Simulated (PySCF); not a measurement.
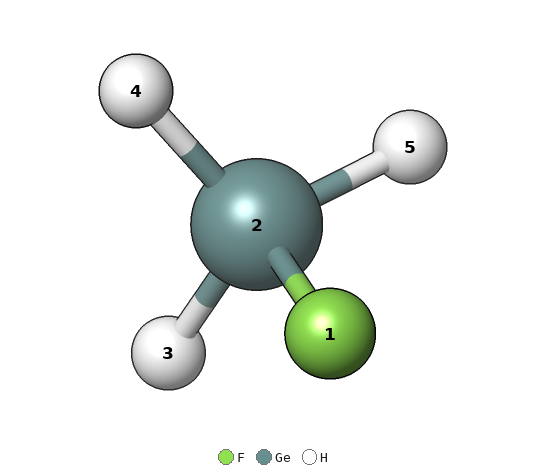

Computed geometry: PBE0-D3(BJ)/def2-SVP optimisation. No frequency run is at hand to confirm it as a minimum.

Give the bond lengths.

| bond | length (Å) |
| --- | --- |
| F1–Ge2 | 1.744 |
| Ge2–H3 | 1.536 |
| Ge2–H4 | 1.535 |
| Ge2–H5 | 1.536 |
